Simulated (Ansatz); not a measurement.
# CCSD/STO-3G run of CH2ClF (SMILES FCCl)

Aim: the vertical electron affinity of CH2ClF at CCSD/STO-3G, from 2 runs. 

The results are computed with Ansatz 0.2.0.

70 further runs of the same task are left out: 2 that didn't finish, 68 set aside as unsound or not needed.

## Step 1: The structure to begin with

CH2ClF has 5 atoms, charge 0, and is taken as a singlet. SMILES: `FCCl`. The shape is that of a PBE0-D4/def2-TZVP optimisation.

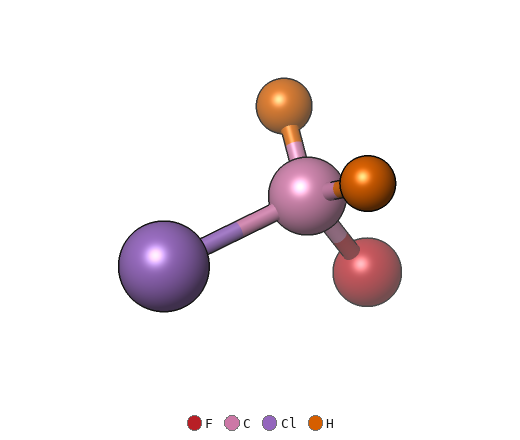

The structure, seen from a chosen angle (fluorine red, carbon pink, chlorine purple, hydrogen orange).

## Step 2: A single-point energy at CCSD/STO-3G

run.yaml

```yaml
crystal:
  periodic: [false, false, false]
  atoms:
    - {symbol: F, position_ang: [-0.970450, 0.560520, 0.766500]}
    - {symbol: C, position_ang: [0.083560, 0.089320, 0.058070]}
    - {symbol: Cl, position_ang: [-0.422970, -1.232890, -0.998060]}
    - {symbol: H, position_ang: [0.832130, -0.302600, 0.745580]}
    - {symbol: H, position_ang: [0.477720, 0.885670, -0.572080]}
basis:
  gaussian: {orbitals: STO-3G}
correlation: {method: ccsd, frozen_orbitals: {C: 1, Cl: 5, F: 1, H: 0}}
accuracy: high
scf: {omitted_lower_state_checks: [cluster_reference, increment]}
```

Run with:

```console
$ ansatz run run.yaml --threads 1 --pin off --max-ram 3480MiB --events-out events.jsonl --progress --plain --runs-dir runs
```

Standard output (excerpt; [...] marks lines left out):

```text
Warning: RAYON_NUM_THREADS=1 ignored (pool sized by the plan → 1); use --threads N
Functional definition: HF
  name "HF"
[...]
375 factors; integrals over basis functions are off by at most 3.5e-8 eV
[...]
mean field -16086.53644884 eV, -591.1693106488 hartree, gradient 1.1e-8 eV, S^2 0.000000; 0 other end points of the search recorded, 0 dependent functions left out
7 core orbitals not correlated: weight in the atoms' cores, before any rotation towards them, 1.000 or more for the frozen orbitals, at most 0.000 for the correlated occupied ones
reference -16086.53644884 eV, -591.1693106488 hartree; 10, 10 occupied and 4, 4 virtual orbitals, 375 factors
second order -2.07606988 eV of doubles, -0.00000000 eV of singles
cycle   1  -2.48995839 eV  change   -4.1e-1 eV  update   5.6e-2
[...]
cycle  19  -2.72978877 eV  change   -1.2e-9 eV  update  6.8e-10
Total energy: -16089.26623761 eV, -591.2696285358 hartree
Checks for a lower state left out: cluster_reference, increment
```

Run time: 0.26 s. Hardware: 1 thread of Arm Neoverse V1, shared host.

## Step 3: The doublet anion, same level

in.yaml

```yaml
crystal:
  periodic: [false, false, false]
  atoms:
    - {symbol: F, position_ang: [-0.970450, 0.560520, 0.766500]}
    - {symbol: C, position_ang: [0.083560, 0.089320, 0.058070]}
    - {symbol: Cl, position_ang: [-0.422970, -1.232890, -0.998060]}
    - {symbol: H, position_ang: [0.832130, -0.302600, 0.745580]}
    - {symbol: H, position_ang: [0.477720, 0.885670, -0.572080]}
basis:
  gaussian: {orbitals: STO-3G}
correlation: {method: ccsd, frozen_orbitals: {C: 1, Cl: 5, F: 1, H: 0}}
total_charge: -1
scf: {omitted_lower_state_checks: [cluster_reference, increment]}
accuracy: high
magnetization: {spin_polarized: true, initial_magnetization: 1}
```

Run with:

```console
$ ansatz run in.yaml --threads 1 --pin off --max-ram 3480MiB --events-out events.jsonl --progress --plain --runs-dir runs
```

Standard output (excerpt; [...] marks lines left out):

```text
Warning: RAYON_NUM_THREADS=1 ignored (pool sized by the plan → 1); use --threads N
Functional definition: HF
  name "HF"
[...]
375 factors; integrals over basis functions are off by at most 3.5e-8 eV
[...]
mean field -16077.63717495 eV, -590.8422683656 hartree, gradient 8.4e-9 eV, S^2 0.757083; 0 other end points of the search recorded, 0 dependent functions left out
7 core orbitals not correlated: weight in the atoms' cores, before any rotation towards them, 1.000 or more for the frozen orbitals, at most 0.000 for the correlated occupied ones
reference -16077.63717495 eV, -590.8422683656 hartree; 11, 10 occupied and 3, 4 virtual orbitals, 375 factors
second order -1.43858083 eV of doubles, -0.00000000 eV of singles
cycle   1  -1.78998620 eV  change   -3.5e-1 eV  update   4.6e-2
[...]
cycle  21  -1.99324091 eV  change    1.0e-9 eV  update   1.7e-9
Total energy: -16079.63041586 eV, -590.9155186180 hartree
Checks for a lower state left out: cluster_reference, increment
```

Run time: 0.44 s. Hardware: 1 thread of Arm Neoverse V1, shared host.

## Step 4: Summary of results

Level: CCSD/STO-3G, 7 core orbitals frozen.

| quantity | value |
| --- | --- |
| singlet CH2ClF: total energy | -591.26963 Eh |
| singlet CH2ClF: correlation energy (7 core orbitals frozen) | -100.3 mEh |
| singlet CH2ClF: T1 diagnostic | 0.007 |
| doublet anion: total energy | -590.91552 Eh |
| doublet anion: correlation energy (7 core orbitals frozen) | -73.3 mEh |
| doublet anion: ⟨S²⟩ of the reference determinant | 0.757 |
| doublet anion: T1 diagnostic | 0.005 |
| vertical electron affinity (to the doublet anion) | -9.636 eV |

The anion lies 9.64 eV (930 kJ/mol) above the neutral: the electron isn't bound at this level, and such a value depends on the basis. Without diffuse functions anions come out too high. In a minimal basis such a difference can be off by several eV, whatever the method.
